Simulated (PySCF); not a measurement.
# BH2, doublet, SMILES `[BH2]`: electronic structure

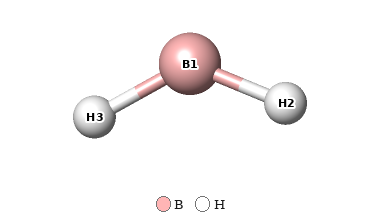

The molecule, with its atoms numbered as below. No frequency check shows the geometry to be a minimum.

Coordinates in Å:

```
B1       0.0000    0.1443    0.0000
H2       1.0435   -0.3607    0.0000
H3      -1.0435   -0.3607    0.0000
```

Part 1: Bonding charge

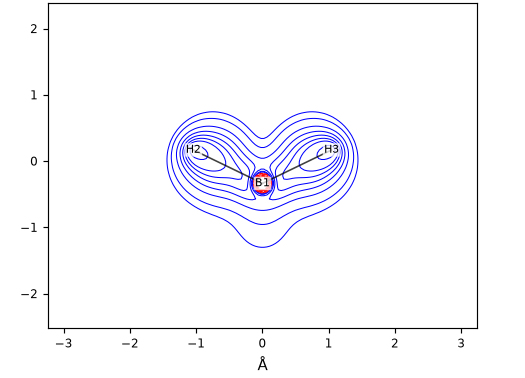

Deformation density (molecule less spherical, spin-averaged free atoms) in the molecular plane; contours at ±0.05 to ±0.8 e/Å³; solid blue lines: gain, dashed red lines: loss.

Computed with PySCF, LDA (SVWN)/cc-pVTZ, geometry: GFN2-xTB. The stability of the open-shell solution wasn't checked. GFN2-xTB doesn't know the spin state, so this open-shell geometry is rough.

Q: Describe the bonding that the map shows.

A: B1–H2 and B1–H3: +0.56 e/Å³ at the bond critical point (bond length 1.16 Å, Mayer order 1.0). In all, 0.7 electrons gather in the regions of gain relative to the promolecule.

Part 2: Bond critical points

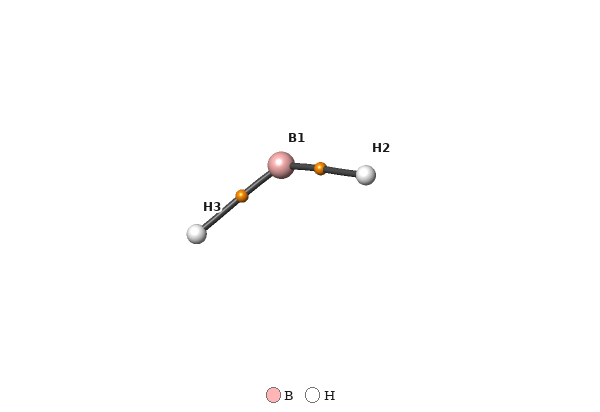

Molecular graph of the electron density (QTAIM): bond paths, bond critical points (orange), ring points (yellow, if any); weak paths are dashed.

Q: How many critical points of each kind are there, and does the count close?

A: 3 nuclei, 2 bond, 0 ring and 0 cage critical points: 3 − 2 + 0 − 0 = 1, as the Poincaré–Hopf relation requires.

Q: What does the calculation give at each kind of bond critical point?

A:
| bond | length (Å) | ρ (a.u.) | ∇²ρ (a.u.) | ε | H (a.u.) |
| --- | --- | --- | --- | --- | --- |
| B1–H2 (2 alike) | 1.159 | 0.199 | −0.48 | 0.28 | −0.225 |

Q: What kind of interaction is B1–H2?

A: Shared-shell (covalent): ρ = 0.199, ∇²ρ = −0.48, H = −0.225 a.u.

Part 3: Local ionisation energy

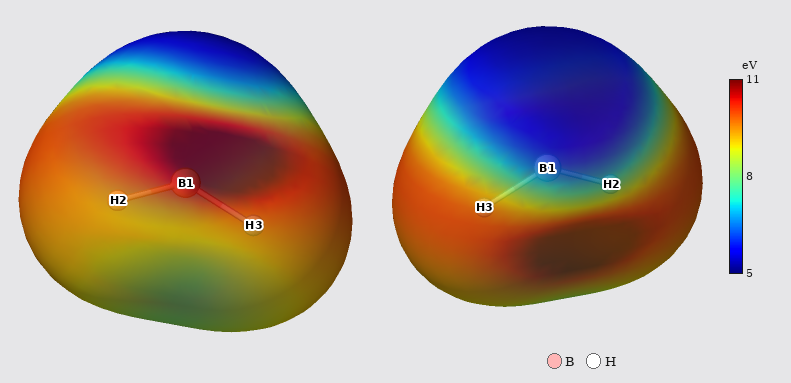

Average local ionisation energy on the surface of electron density 0.001 a.u. (back view left, front view right).

Q: Locate the minima of the map.

A: The lowest value is 5.1 eV, 2.3 Å from B1. Further minima include 7.8 eV, near H2 (1.85 Å) and H3 (2.03 Å), over B1 (2.1 Å). For comparison, the highest occupied orbital lies at −4.9 eV.

Q: What volume does the surface enclose, and what is the dipole moment?

A: About 42 Å³; the dipole moment is 0.5 D.

Part 4: Spin density

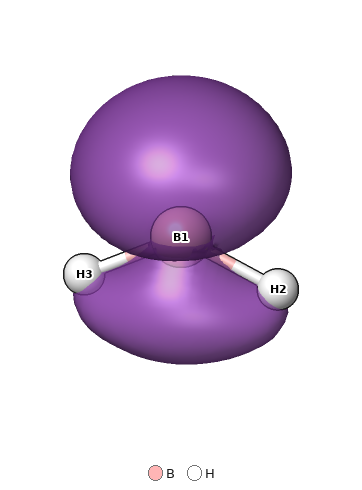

Spin density ρα − ρβ at ±0.03 e/Å³ (purple: excess α, green: excess β).

Q: Give the atomic spin populations that go with this picture.

A: Hirshfeld spin populations: B1 +0.85 and H2 and H3 +0.07. ⟨S²⟩ = 0.75, as for a pure state.

Part 5: In an electric field

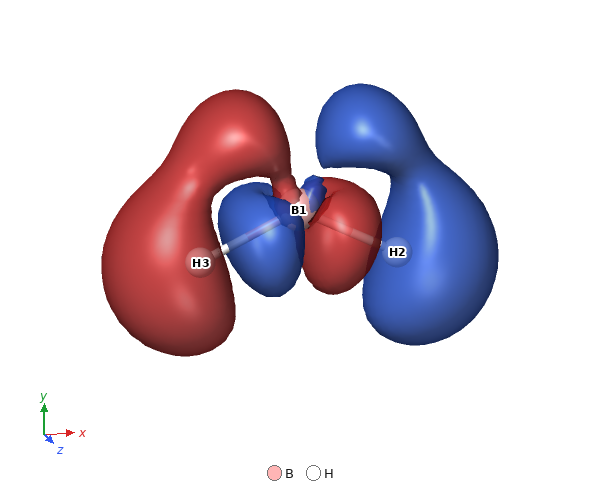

Change of the electron density in a uniform field of 0.51 V/Å, surfaces at ±0.003 e/Å³ (blue: gain, red: loss).

Method: LDA (SVWN)/6-31+G*; geometry: GFN2-xTB; program: PySCF. The basis has diffuse s and p functions alone, which still leaves polarisabilities too small, most of all across bonds. The stability of the open-shell solution wasn't checked. GFN2-xTB doesn't know the spin state, so this open-shell geometry is rough.

Q: Along which Cartesian direction does the field point?

A: Along −x: electrons gather on the +x side, against the field.

Q: What dipole is induced, and what polarisability does it imply?

A: The induced dipole is 0.45 D (along the field); α along this axis, from the fields in both directions, is 18 bohr³ (2.6 Å³).

Q: Which atoms gain and lose the most charge?

A: Electrons gather most on H2 (Hirshfeld charge changes by −0.019 e) and leave H3 most (+0.019 e); 0.047 electrons are displaced in all.

Part 6: Removing or adding an electron

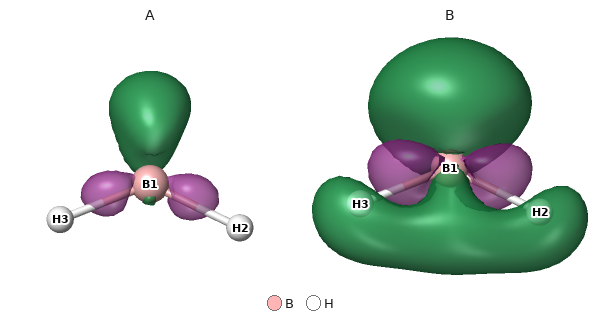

The two Fukui functions at ±0.05 e/Å³ (green positive, purple negative).

PySCF calculation, PBE0/6-31+G*, gas phase; geometry: GFN2-xTB. GFN2-xTB doesn't know the spin state, so this open-shell geometry is rough.

Q: Which panel is f⁻ (electron removed) and which f⁺ (electron added)?

A: A is f⁺, B is f⁻. f⁻ (Hirshfeld-condensed) is largest on B1 (0.70); the vertical ionisation energy is 9.22 eV (to the singlet cation, which needn't be its lowest state). f⁺ (Hirshfeld-condensed) is largest on B1 (0.82); the vertical electron affinity is −0.25 eV (to the singlet anion, which needn't be its lowest state; negative: at this level and geometry the extra electron isn't bound, and the finite basis holds it).
